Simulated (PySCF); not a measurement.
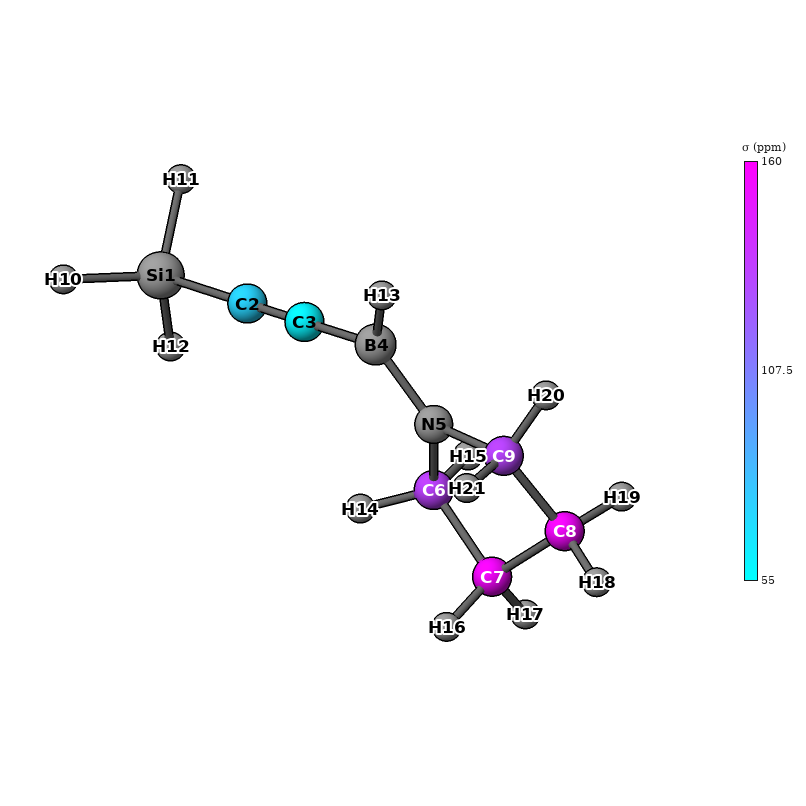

Atoms are coloured by their isotropic NMR shieldings (C only, the others grey). Computed geometry: GFN2-xTB optimisation. No frequency run is at hand to confirm it as a minimum. Properties computed with GIAO PBE0/pcSseg-1 NMR shielding, non-relativistic, gas phase (PySCF 2.14.0).

Give the isotropic NMR shieldings of the C atoms atom by atom.

```csv
atom,σ (ppm)
C2,72.6
C3,59.2
C6,132.7
C7,156.7
C8,156.2
C9,131.6
```

The geometry is semi-empirical. Around B, Si such bond lengths and angles can be off by a tenth of an ångström or more and by several degrees, and values that hang on the shape move with them.
